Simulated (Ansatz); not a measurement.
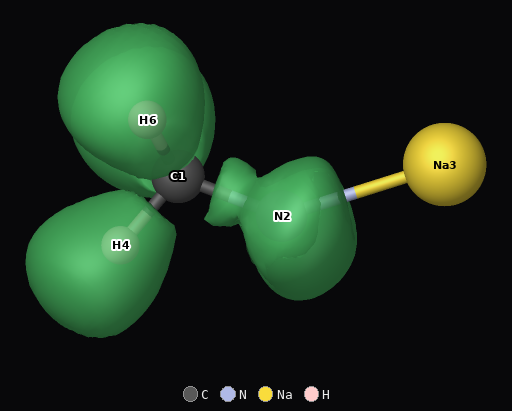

The picture shows: CH3NNa (charge −1). Isosurface of the ELF at 0.75 (green), seen across its widest extent. Core shells and regions of very low density are left out.

Geometry: PBE0-D4/def2-TZVPD; the highest occupied orbital lies above zero, a sign that basis and functional describe the outermost electron poorly.

All numbers below come from RKS PBE0-D4/def2-TZVPPD in Ansatz 0.2.0.

```xyz
6

C    -0.3148    0.3767   -0.2337
N     0.0736   -0.8515    0.2949
Na    1.7424   -1.8225    1.2111
H    -1.3744    0.2905   -0.5941
H     0.2301    0.7509   -1.1413
H    -0.3568    1.2560    0.4632
```

Q: What do the ELF domains correspond to?

A: At this value the surface marks out three regions around hydrogen nuclei and one region on N in which the atom's valence shell and bonds are merged.

Values along the shortest contacts:
C–N (1.39 Å): the ELF peaks at about 0.90 between the atoms (localised, covalent bonding). Na–N (2.14 Å): the ELF peaks at about 0.85 in the valence shell of N, 0.7 Å from its nucleus, and is about 0.15 at the midpoint: a closed-shell, largely ionic contact.
